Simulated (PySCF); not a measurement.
**H₁₁NOSi₄ (SMILES N[Si]([SiH3])([SiH3])O[SiH3]): density, localisation and related maps**

```yaml
atoms:
  - { symbol: N, position_ang: [0.2532, 0.0631, 1.9178] }
  - { symbol: Si, position_ang: [-0.3305, 0.1587, 0.2827] }
  - { symbol: Si, position_ang: [-1.7040, -1.6866, 0.0047] }
  - { symbol: Si, position_ang: [-1.0275, 2.2692, -0.4082] }
  - { symbol: O, position_ang: [1.0302, -0.0537, -0.6151] }
  - { symbol: Si, position_ang: [2.4523, -0.7335, -0.9492] }
  - { symbol: H, position_ang: [-0.3799, 0.2105, 2.6864] }
  - { symbol: H, position_ang: [1.1497, 0.4719, 2.1324] }
  - { symbol: H, position_ang: [-1.4810, -2.8306, 0.8984] }
  - { symbol: H, position_ang: [-1.6577, -2.2387, -1.3553] }
  - { symbol: H, position_ang: [-3.1033, -1.2872, 0.2240] }
  - { symbol: H, position_ang: [-1.5888, 3.0437, 0.7121] }
  - { symbol: H, position_ang: [-0.0071, 3.1454, -0.9989] }
  - { symbol: H, position_ang: [-2.1094, 2.1833, -1.3988] }
  - { symbol: H, position_ang: [2.2090, -2.0997, -1.4103] }
  - { symbol: H, position_ang: [3.0090, 0.1258, -1.9913] }
  - { symbol: H, position_ang: [3.2788, -0.7294, 0.2586] }
```

Geometry: GFN2-xTB.

Theory: PySCF 2.14.0, PBE0/pcSseg-1, SCF density, gas phase, non-relativistic.

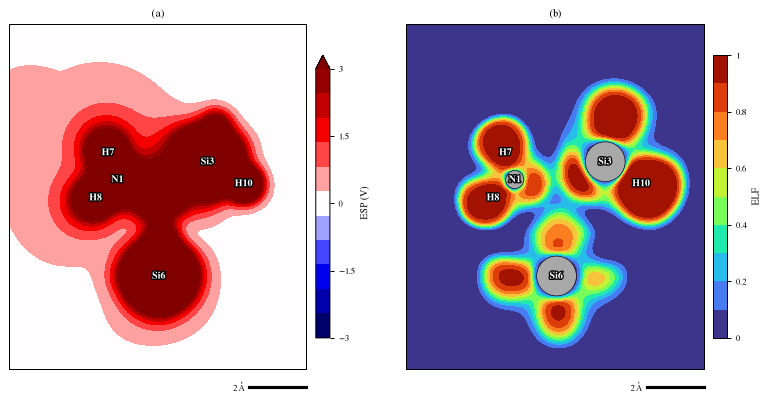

Figure 1. (a) electrostatic potential; (b) ELF on the plane of atoms H7, N1 and H8. Grey discs cover the atomic cores in the ELF map.

**What do the fields say about this system?**

- Atoms in the plane: N, Si and H.
- N–H (1.01 Å): the ELF climbs to about 1 towards the hydrogen, as it does in any bond to H; an ordinary covalent bond to hydrogen.
- Si–H (1.47 Å): the ELF climbs to about 1 towards the hydrogen.
- The potential has no marked negative region in this plane.

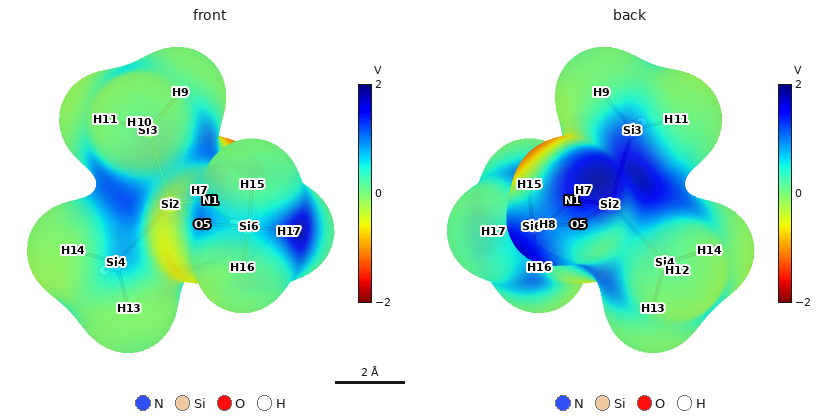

Figure 2. The electrostatic potential painted on the density surface at 0.002 e/bohr³, seen from the front and from behind; red is negative and blue positive.

**Where is the surface potential most negative and most positive?**

The most negative region (about −1.1 V) lies over N1, the most positive (about +1.8 V) over Si2, Si6, H7 and H8. N1 is the likeliest acceptor of a hydrogen bond.

**How polar is the molecule by this calculation?**

Its dipole moment is 1.64 D.
